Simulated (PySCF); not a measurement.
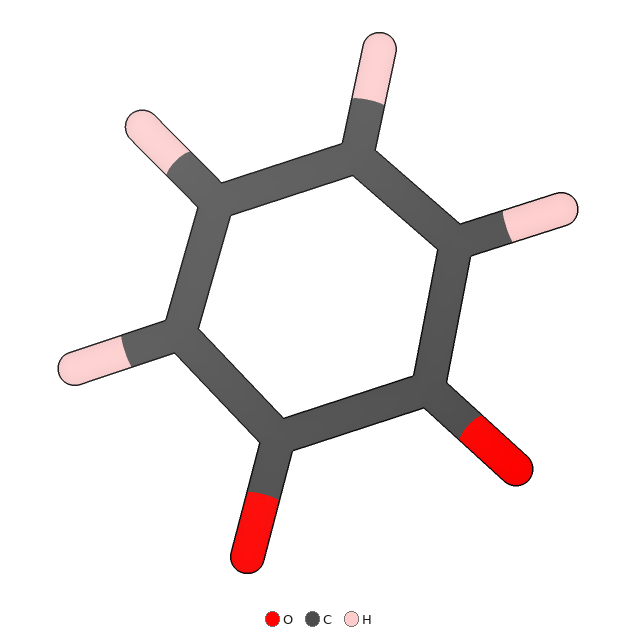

The geometry was computed by an optimisation with GFN2-xTB. No frequency run is at hand to confirm it as a minimum. Method: CAM-B3LYP/def2-SVPD, gas phase (PySCF 2.14.0). Excitations: vertical, linear response.

Predict the main results.

The species is C₆H₄O₂ (`O=C1C=CC=CC1=O`).
- dipole moment: 5.88 D
- HOMO energy (Kohn–Sham orbital): −8.98 eV
- LUMO energy (Kohn–Sham orbital): −2.83 eV
- HOMO–LUMO gap: 6.15 eV
- mean static polarisability: 73.2 bohr³
- lowest vertical singlet excitation: 2.04 eV
- its oscillator strength: 0.000
- brightest of the 8 lowest singlets: 6.04 eV
- its oscillator strength: 0.09
